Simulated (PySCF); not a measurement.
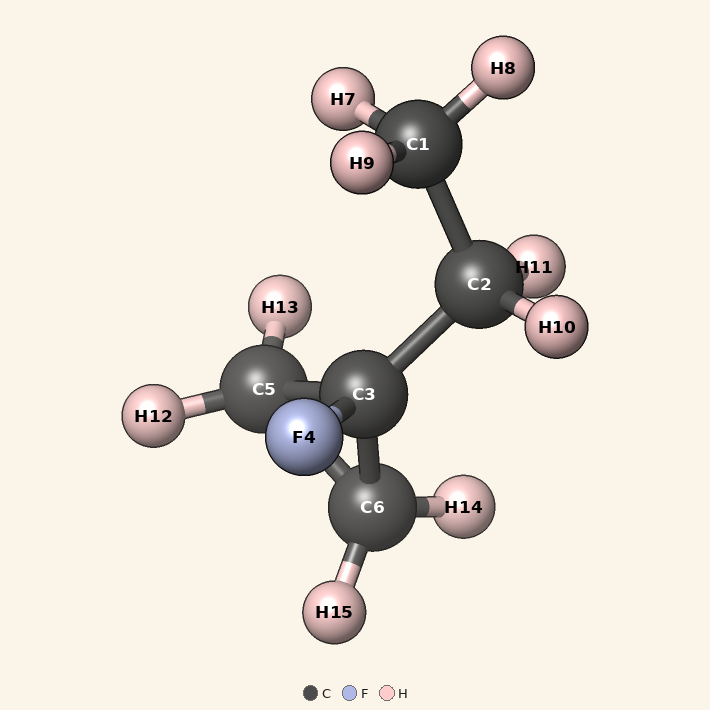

The geometry was computed by an optimisation with GFN2-xTB. No frequency run is at hand to confirm it as a minimum. Method: B3LYP/pcJ-1 indirect spin-spin coupling, non-relativistic, gas phase (PySCF 2.14.0). Isotopes: 13C, 19F, 1H.

Give the spin–spin coupling constants of these pairs, with the number of bonds between them: C3/F4, C2/F4, F4/C5, F4/C6, F4/H14, F4/H13, F4/H11, F4/H10, F4/H12, F4/H15.

| pair | bonds apart | J (Hz) |
| --- | --- | --- |
| C3, F4 | 1 | −280.6 |
| C2, F4 | 2 | 21.4 |
| F4, C5 | 2 | 9.3 |
| F4, C6 | 2 | 9.8 |
| F4, H14 | 3 | 6.9 |
| F4, H13 | 3 | 7.2 |
| F4, H11 | 3 | 35.0 |
| F4, H10 | 3 | 8.2 |
| F4, H12 | 3 | 17.7 |
| F4, H15 | 3 | 18.3 |

Density functionals are unreliable for couplings to fluorine, so those rows may be far off.
